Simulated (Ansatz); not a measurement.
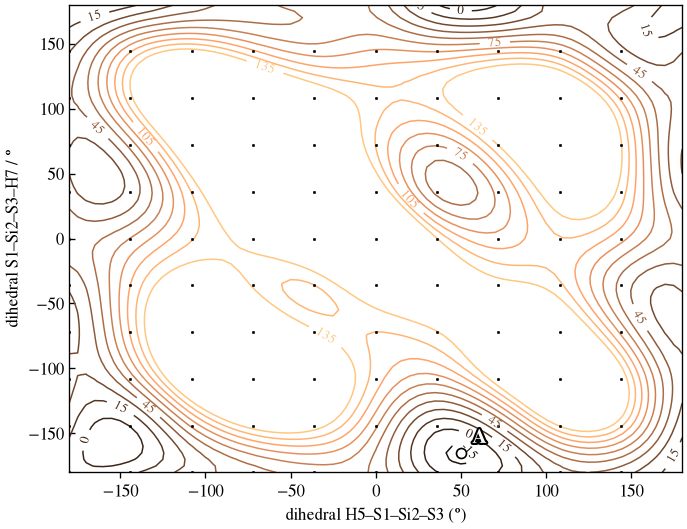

ClH₃S₂Si, SMILES S[SiH](S)Cl. First axis: dihedral H5–S1–Si2–S3. Second axis: dihedral S1–Si2–S3–H7. Nothing is relaxed (all other coordinates rigid). Grid: 10 × 10 points. All energies are given in meV relative to the lowest grid point. All numbers below come from Ansatz 0.2.0, RKS PBE-D4/def2-TZVP.

The picture shows contour lines labelled in meV (none above 135), dots at the grid points, the point A. Between grid points the surface is interpolated.

Question: What is the easiest way out of the well at A, and how high is the barrier?

Answer: The easiest path leads from the well at about dihedral H5–S1–Si2–S3 = 50°, dihedral S1–Si2–S3–H7 = −165° to the well at about dihedral H5–S1–Si2–S3 = −155°, dihedral S1–Si2–S3–H7 = −155°, about 6.8 meV higher (on a rigid scan; wells that are mirror images or exchange like atoms can differ by this much). Its highest point lies about 57 meV above the bottom of the first well on the interpolated surface, at about dihedral H5–S1–Si2–S3 = 115°, dihedral S1–Si2–S3–H7 = 170°. Seen from the upper well the barrier is about 50 meV. The start is the relaxed structure and all else is held, so a fully relaxed path at this level can only be lower.

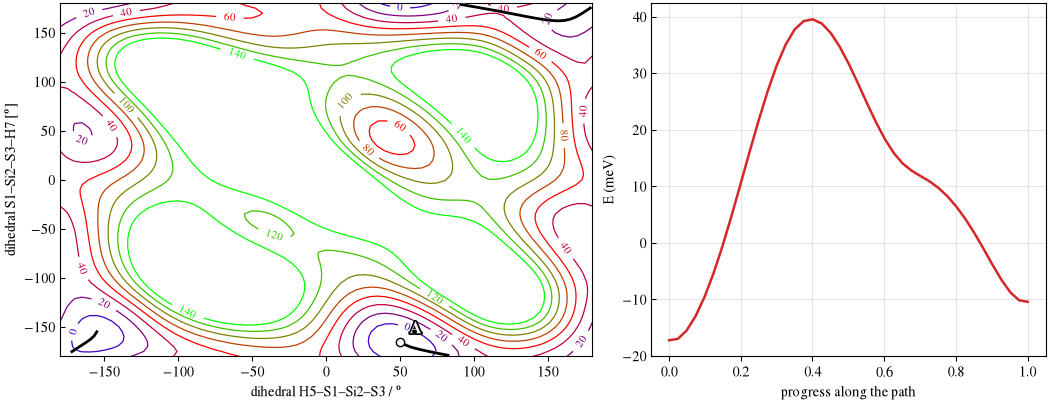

In the figure: contour lines labelled in meV (none above 140), a line along the lowest path, the energy along the path at the right. Between grid points the surface is interpolated.
